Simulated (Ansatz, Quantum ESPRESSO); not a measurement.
# Conductance against width: vacuum gaps between two Li(100) faces, part 2 of 5

Aim: how the conductance falls as the barrier grows, for vacuum gaps between two Li(100) faces.

Quantum ESPRESSO 7.5; plane-wave DFT, LDA, GBRV ultrasoft pseudopotentials; cross-check by Ansatz 0.2.0 with PAW datasets.

So far. Step 2 (SCF with pw.x, 5 Å): The run needed 24 iterations to bring the estimated error under 1e-07 Ry; the largest force on any atom, held or free, is 0.12 eV/Å.

## 3. Transmission with pwcond.x, 5 Å

Level of this step: transmission by pwcond, lead and junction from one cell; plane-wave DFT, LDA, GBRV ultrasoft pseudopotentials (Quantum ESPRESSO).

prefixt takes both regions from one run: the lead from 0 to bdl, the scattering region from bdl to bds (units of alat). ikind = 1 puts the same lead on both sides. The program's T_tot counts both spins in a run without spin; the tables below give T per spin.

File j0.cond.in:

```
&inputcond
  outdir = './out'
  prefixt = 'j0.scf'
  tran_file = 'j0.cond.dat'
  bdl = 2.0000000000
  bds = 8.9534883721
  ikind = 1
  ewind = 4.0
  epsproj = 1e-05
  nz1 = 7
  energy0 = 0.4
  denergy = -0.4
/
15
  0.00000000 0.00000000 0.01562500
  0.00000000 0.12500000 0.06250000
  0.00000000 0.25000000 0.06250000
  0.00000000 0.37500000 0.06250000
  0.00000000 0.50000000 0.03125000
  0.12500000 0.12500000 0.06250000
  0.12500000 0.25000000 0.12500000
  0.12500000 0.37500000 0.12500000
  0.12500000 0.50000000 0.06250000
  0.25000000 0.25000000 0.06250000
  0.25000000 0.37500000 0.12500000
  0.25000000 0.50000000 0.06250000
  0.37500000 0.37500000 0.06250000
  0.37500000 0.50000000 0.06250000
  0.50000000 0.50000000 0.01562500
3
```

Command:

```sh
$ OMP_NUM_THREADS=1 mpirun -n 4 pwcond.x -in j0.cond.in > j0.cond.out
```

Log:

```text
[banner, memory and clock lines left out]
Program PWCOND v.7.5 starts

          URL

     ./out/j0.scf.save/

     IMPORTANT: XC functional enforced from input :
     Exchange-correlation= PZ
                           (   1   1   0   0   0   0   0)
     Any further DFT definition will be discarded
     Please, verify this is what you really want

     Reading collected, re-writing distributed wavefunctions

===== INPUT FILE containing all the regions =====

     GEOMETRY:

     lattice parameter (alat)  =       6.5007  a.u.
     the volume                =    2459.5984 (a.u.)^3
     the cross section         =      42.2586 (a.u.)^2
     l of the unit cell        =       8.9535 (alat)
     number of atoms/cell      =           16
     number of atomic types    =            1

     crystal axes: (cart. coord. in units of alat)
               a(1) = (  1.0000  0.0000  0.0000 )
               a(2) = (  0.0000  1.0000  0.0000 )
               a(3) = (  0.0000  0.0000  8.9535 )

   Cartesian axes

     site n.     atom                  positions (alat units)
          1        Li     tau(  1)=(  0.0000  0.0000  8.9535  )
          2        Li     tau(  2)=(  0.5000  0.5000  0.5000  )
          3        Li     tau(  3)=(  0.0000  0.0000  1.0000  )
          4        Li     tau(  4)=(  0.5000  0.5000  1.5000  )
          5        Li     tau(  5)=(  0.0000  0.0000  2.0000  )
          6        Li     tau(  6)=(  0.5000  0.5000  2.5000  )
          7        Li     tau(  7)=(  0.0000  0.0000  3.0000  )
          8        Li     tau(  8)=(  0.5000  0.5000  3.5000  )
          9        Li     tau(  9)=(  0.0000  0.0000  4.9535  )
         10        Li     tau( 10)=(  0.5000  0.5000  5.4535  )
         11        Li     tau( 11)=(  0.0000  0.0000  5.9535  )
         12        Li     tau( 12)=(  0.5000  0.5000  6.4535  )
         13        Li     tau( 13)=(  0.0000  0.0000  6.9535  )
         14        Li     tau( 14)=(  0.5000  0.5000  7.4535  )
         15        Li     tau( 15)=(  0.0000  0.0000  7.9535  )
         16        Li     tau( 16)=(  0.5000  0.5000  8.4535  )

     nr1s                      =           27
     nr2s                      =           27
     nr3s                      =          240
     nr1sx                     =           27
     nr2sx                     =           27
     nr3sx                     =          240
     nr1                       =           30
     nr2                       =           30
     nr3                       =          270
     nr1x                      =           30
     nr2x                      =           30
     nr3x                      =          270

 _______________________________
  Radii of nonlocal spheres:

     type       ibeta     ang. mom.          radius (alat units)
       Li         1         0                    0.3102
       Li         2         0                    0.3102
       Li         3         0                    0.3102
       Li         4         1                    0.3102
       Li         5         1                    0.3102
----- General information -----

--- T calc. with identical leads (ikind=1) ---

     nrx                       =           27
     nry                       =           27
     nz1                       =            7

     energy0               =         4.0E-01
     denergy               =        -4.0E-01
     nenergy               =          3
     ecut2d                =         4.0E+01
     ewind                 =         4.0E+00
     epsproj               =         1.0E-05

     number of k_|| points=   15
                       cryst. coord.
        k(    1) = (   0.0000000   0.0000000), wk =   0.0156250
        k(    2) = (   0.0000000   0.1250000), wk =   0.0625000
        k(    3) = (   0.0000000   0.2500000), wk =   0.0625000
        k(    4) = (   0.0000000   0.3750000), wk =   0.0625000
        k(    5) = (   0.0000000   0.5000000), wk =   0.0312500
        k(    6) = (   0.1250000   0.1250000), wk =   0.0625000
        k(    7) = (   0.1250000   0.2500000), wk =   0.1250000
        k(    8) = (   0.1250000   0.3750000), wk =   0.1250000
        k(    9) = (   0.1250000   0.5000000), wk =   0.0625000
        k(   10) = (   0.2500000   0.2500000), wk =   0.0625000
        k(   11) = (   0.2500000   0.3750000), wk =   0.1250000
        k(   12) = (   0.2500000   0.5000000), wk =   0.0625000
        k(   13) = (   0.3750000   0.3750000), wk =   0.0625000
        k(   14) = (   0.3750000   0.5000000), wk =   0.0625000
        k(   15) = (   0.5000000   0.5000000), wk =   0.0156250
----- Information about left/right lead -----

     nocros                   =            9
     noins                    =           27
     norb                     =           45
     norbf                    =          117
     nrz                      =           54

      iorb      type   ibeta   ang. mom.   m       position (alat)
        1        1       1        0        1   taunew(   1)=(  0.0000  0.0000  0.0000)
        2        1       2        0        1   taunew(   2)=(  0.0000  0.0000  0.0000)
        3        1       3        0        1   taunew(   3)=(  0.0000  0.0000  0.0000)
        4        1       4        1        1   taunew(   4)=(  0.0000  0.0000  0.0000)
        5        1       4        1        2   taunew(   5)=(  0.0000  0.0000  0.0000)
        6        1       4        1        3   taunew(   6)=(  0.0000  0.0000  0.0000)
        7        1       5        1        1   taunew(   7)=(  0.0000  0.0000  0.0000)
        8        1       5        1        2   taunew(   8)=(  0.0000  0.0000  0.0000)
        9        1       5        1        3   taunew(   9)=(  0.0000  0.0000  0.0000)
       10        1       1        0        1   taunew(  10)=(  0.5000  0.5000  0.5000)
       11        1       2        0        1   taunew(  11)=(  0.5000  0.5000  0.5000)
       12        1       3        0        1   taunew(  12)=(  0.5000  0.5000  0.5000)
       13        1       4        1        1   taunew(  13)=(  0.5000  0.5000  0.5000)
       14        1       4        1        2   taunew(  14)=(  0.5000  0.5000  0.5000)
       15        1       4        1        3   taunew(  15)=(  0.5000  0.5000  0.5000)
       16        1       5        1        1   taunew(  16)=(  0.5000  0.5000  0.5000)
       17        1       5        1        2   taunew(  17)=(  0.5000  0.5000  0.5000)
       18        1       5        1        3   taunew(  18)=(  0.5000  0.5000  0.5000)
       19        1       1        0        1   taunew(  19)=(  0.0000  0.0000  1.0000)
       20        1       2        0        1   taunew(  20)=(  0.0000  0.0000  1.0000)
       21        1       3        0        1   taunew(  21)=(  0.0000  0.0000  1.0000)
[...]
67        1       4        1        1   taunew(  67)=(  0.5000  0.5000  4.4535)
       68        1       4        1        2   taunew(  68)=(  0.5000  0.5000  4.4535)
       69        1       4        1        3   taunew(  69)=(  0.5000  0.5000  4.4535)
       70        1       5        1        1   taunew(  70)=(  0.5000  0.5000  4.4535)
       71        1       5        1        2   taunew(  71)=(  0.5000  0.5000  4.4535)
       72        1       5        1        3   taunew(  72)=(  0.5000  0.5000  4.4535)
       73        1       1        0        1   taunew(  73)=(  0.0000  0.0000  4.9535)
       74        1       2        0        1   taunew(  74)=(  0.0000  0.0000  4.9535)
       75        1       3        0        1   taunew(  75)=(  0.0000  0.0000  4.9535)
       76        1       4        1        1   taunew(  76)=(  0.0000  0.0000  4.9535)
       77        1       4        1        2   taunew(  77)=(  0.0000  0.0000  4.9535)
       78        1       4        1        3   taunew(  78)=(  0.0000  0.0000  4.9535)
       79        1       5        1        1   taunew(  79)=(  0.0000  0.0000  4.9535)
       80        1       5        1        2   taunew(  80)=(  0.0000  0.0000  4.9535)
       81        1       5        1        3   taunew(  81)=(  0.0000  0.0000  4.9535)
       82        1       1        0        1   taunew(  82)=(  0.5000  0.5000  5.4535)
       83        1       2        0        1   taunew(  83)=(  0.5000  0.5000  5.4535)
       84        1       3        0        1   taunew(  84)=(  0.5000  0.5000  5.4535)
       85        1       4        1        1   taunew(  85)=(  0.5000  0.5000  5.4535)
       86        1       4        1        2   taunew(  86)=(  0.5000  0.5000  5.4535)
       87        1       4        1        3   taunew(  87)=(  0.5000  0.5000  5.4535)
       88        1       5        1        1   taunew(  88)=(  0.5000  0.5000  5.4535)
       89        1       5        1        2   taunew(  89)=(  0.5000  0.5000  5.4535)
       90        1       5        1        3   taunew(  90)=(  0.5000  0.5000  5.4535)
       91        1       1        0        1   taunew(  91)=(  0.0000  0.0000  5.9535)
       92        1       2        0        1   taunew(  92)=(  0.0000  0.0000  5.9535)
       93        1       3        0        1   taunew(  93)=(  0.0000  0.0000  5.9535)
       94        1       4        1        1   taunew(  94)=(  0.0000  0.0000  5.9535)
       95        1       4        1        2   taunew(  95)=(  0.0000  0.0000  5.9535)
       96        1       4        1        3   taunew(  96)=(  0.0000  0.0000  5.9535)
       97        1       5        1        1   taunew(  97)=(  0.0000  0.0000  5.9535)
       98        1       5        1        2   taunew(  98)=(  0.0000  0.0000  5.9535)
       99        1       5        1        3   taunew(  99)=(  0.0000  0.0000  5.9535)
      100        1       1        0        1   taunew( 100)=(  0.5000  0.5000  6.4535)
      101        1       2        0        1   taunew( 101)=(  0.5000  0.5000  6.4535)
      102        1       3        0        1   taunew( 102)=(  0.5000  0.5000  6.4535)
      103        1       4        1        1   taunew( 103)=(  0.5000  0.5000  6.4535)
      104        1       4        1        2   taunew( 104)=(  0.5000  0.5000  6.4535)
      105        1       4        1        3   taunew( 105)=(  0.5000  0.5000  6.4535)
      106        1       5        1        1   taunew( 106)=(  0.5000  0.5000  6.4535)
      107        1       5        1        2   taunew( 107)=(  0.5000  0.5000  6.4535)
      108        1       5        1        3   taunew( 108)=(  0.5000  0.5000  6.4535)
      109        1       1        0        1   taunew( 109)=(  0.0000  0.0000  6.9535)
      110        1       2        0        1   taunew( 110)=(  0.0000  0.0000  6.9535)
      111        1       3        0        1   taunew( 111)=(  0.0000  0.0000  6.9535)
      112        1       4        1        1   taunew( 112)=(  0.0000  0.0000  6.9535)
      113        1       4        1        2   taunew( 113)=(  0.0000  0.0000  6.9535)
      114        1       4        1        3   taunew( 114)=(  0.0000  0.0000  6.9535)
      115        1       5        1        1   taunew( 115)=(  0.0000  0.0000  6.9535)
      116        1       5        1        2   taunew( 116)=(  0.0000  0.0000  6.9535)
      117        1       5        1        3   taunew( 117)=(  0.0000  0.0000  6.9535)
 ngper, shell number =          137          22
 ngper, n2d =          137          51
---  E-Ef =    0.4000000  k =    0.0000000   0.0000000
---  ie =          1  ik =          1
 Nchannels of the left tip =            1
 Right moving states:
   k1(2pi/a)   k2(2pi/a)   E-Ef (eV)
   0.2753461   0.0000043   0.4000000
 Left moving states:
   k1(2pi/a)   k2(2pi/a)   E-Ef (eV)
  -0.2753461   0.0000043   0.4000000

 to transmit
 Band j to band i transmissions and reflections:
    j         i     |T_ij|^2    |R_ij|^2

    1 -->     1     0.93806     0.06194
   Total T_j, R_j =    0.93806  0.06194

E-Ef(ev), T(x2 spins) =    0.4000000   1.8761210
---  E-Ef =    0.0000000  k =    0.0000000   0.0000000
---  ie =          2  ik =          1
 Nchannels of the left tip =            1
 Right moving states:
   k1(2pi/a)   k2(2pi/a)   E-Ef (eV)
   0.2099095   0.0000047   0.0000000
 Left moving states:
   k1(2pi/a)   k2(2pi/a)   E-Ef (eV)
  -0.2099095   0.0000047   0.0000000

 to transmit
 Band j to band i transmissions and reflections:
    j         i     |T_ij|^2    |R_ij|^2

    1 -->     1     0.86961     0.13039
   Total T_j, R_j =    0.86961  0.13039

E-Ef(ev), T(x2 spins) =    0.0000000   1.7392122
---  E-Ef =   -0.4000000  k =    0.0000000   0.0000000
---  ie =          3  ik =          1
 Nchannels of the left tip =            1
 Right moving states:
   k1(2pi/a)   k2(2pi/a)   E-Ef (eV)
   0.1404667   0.0000051  -0.4000000
 Left moving states:
   k1(2pi/a)   k2(2pi/a)   E-Ef (eV)
  -0.1404667   0.0000051  -0.4000000

 to transmit
 Band j to band i transmissions and reflections:
    j         i     |T_ij|^2    |R_ij|^2

    1 -->     1     0.73475     0.26525
   Total T_j, R_j =    0.73475  0.26525

E-Ef(ev), T(x2 spins) =   -0.4000000   1.4694920
 ngper, shell number =          137          68
 ngper, n2d =          137          54
[... further energies and points left out ...]
---  E-Ef =    0.4000000  k =    0.5000000   0.5000000
---  ie =          1  ik =         15
 Nchannels of the left tip =            2
 Right moving states:
   k1(2pi/a)   k2(2pi/a)   E-Ef (eV)
   0.2371610  -0.0000005   0.4000000
   0.2371610  -0.0000005   0.4000000
 Left moving states:
   k1(2pi/a)   k2(2pi/a)   E-Ef (eV)
  -0.2371610  -0.0000005   0.4000000
  -0.2371610  -0.0000005   0.4000000

 to transmit
 Band j to band i transmissions and reflections:
    j         i     |T_ij|^2    |R_ij|^2

    1 -->     1     0.00068     0.06558
    1 -->     2     0.00000     0.93374
   Total T_j, R_j =    0.00068  0.99932

    2 -->     1     0.00000     0.93374
    2 -->     2     0.00068     0.06558
   Total T_j, R_j =    0.00068  0.99932

E-Ef(ev), T(x2 spins) =    0.4000000   0.0027039
---  E-Ef =    0.0000000  k =    0.5000000   0.5000000
---  ie =          2  ik =         15
 Nchannels of the left tip =            0
 Right moving states:
   k1(2pi/a)   k2(2pi/a)   E-Ef (eV)
 Left moving states:
   k1(2pi/a)   k2(2pi/a)   E-Ef (eV)

 to transmit
          E-Ef(ev), T =    0.0000000   0.0000000
---  E-Ef =   -0.4000000  k =    0.5000000   0.5000000
---  ie =          3  ik =         15
 Nchannels of the left tip =            0
 Right moving states:
   k1(2pi/a)   k2(2pi/a)   E-Ef (eV)
 Left moving states:
   k1(2pi/a)   k2(2pi/a)   E-Ef (eV)

 to transmit
          E-Ef(ev), T =   -0.4000000   0.0000000
   T_tot     0.40000      0.71641E+00
   T_tot     0.00000      0.48323E+00
   T_tot    -0.40000      0.32256E+00

Note: The following floating-point exceptions are signalling: IEEE_UNDERFLOW_FLAG
Note: The following floating-point exceptions are signalling: IEEE_UNDERFLOW_FLAG
Note: The following floating-point exceptions are signalling: IEEE_UNDERFLOW_FLAG
Note: The following floating-point exceptions are signalling: IEEE_UNDERFLOW_FLAG
```

Elapsed: 22 s, on 4 MPI ranks of Arm Neoverse V2, shared host; peak memory 0.22 GiB.

Numbers from this step:

```
lead channels at the Fermi level, one spin : 1.203
transmission at the Fermi level, one spin  : 0.2416
conductance                                : 0.2416 G₀
```

Per spin; mean over the k mesh across the current. Open channels, zone mean against energy, zero at the Fermi level:

```
energy (eV)  open channels, zone mean
     -0.400                      1.08
      0.000                      1.20
      0.400                      1.36
```

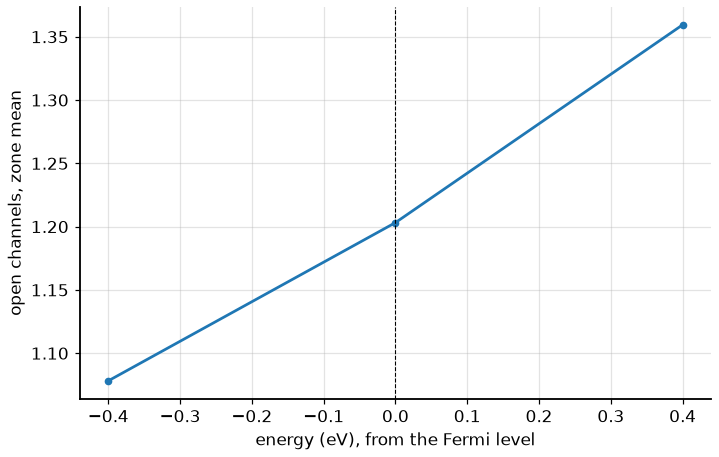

Open channels, zone mean against energy.

Per spin; mean over the k mesh across the current. Transmission, zone mean against energy, zero at the Fermi level:

```
energy (eV)  transmission, zone mean
     -0.400                    0.161
      0.000                    0.242
      0.400                    0.358
```

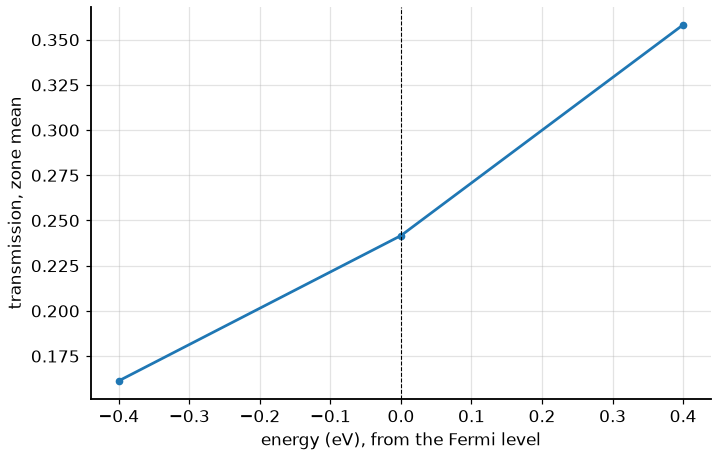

Transmission, zone mean, plotted against energy.

At 0.000 eV; k in fractions of b1, b2. Transmission by k point:

```
   k1     k2   weight         t  channels
    0      0  0.01562    0.8696         1
    0  0.125   0.0625    0.8044         1
    0   0.25   0.0625    0.5351         1
    0  0.375   0.0625      0.17         1
    0    0.5  0.03125   0.02204         2
0.125  0.125   0.0625    0.7221         1
0.125   0.25    0.125    0.4272         1
0.125  0.375    0.125    0.1164         1
0.125    0.5   0.0625   0.01783         2
 0.25   0.25   0.0625    0.2014         1
 0.25  0.375    0.125   0.04096         1
 0.25    0.5   0.0625  0.007168         2
0.375  0.375   0.0625  0.009503         1
0.375    0.5   0.0625   9.19e-4         2
  0.5    0.5  0.01562         0         0
```

(Part 2 of 5 ends here.)

[Logs are printed without paths, hosts, clocks, repeated set-up lines and the standing remarks that a program may print on its own settings, such as how far it seeks lower states.]

[Hosts, paths, dates, database ids (printed as entryN), source tags and the programs' standing remarks are cut or masked in the printed files.]

[Maps of the electrostatic potential energy from Ansatz leave out the sawtooth potential of an applied field or a dipole correction, so their vacuum need not be flat; planar profiles and work functions include it.]
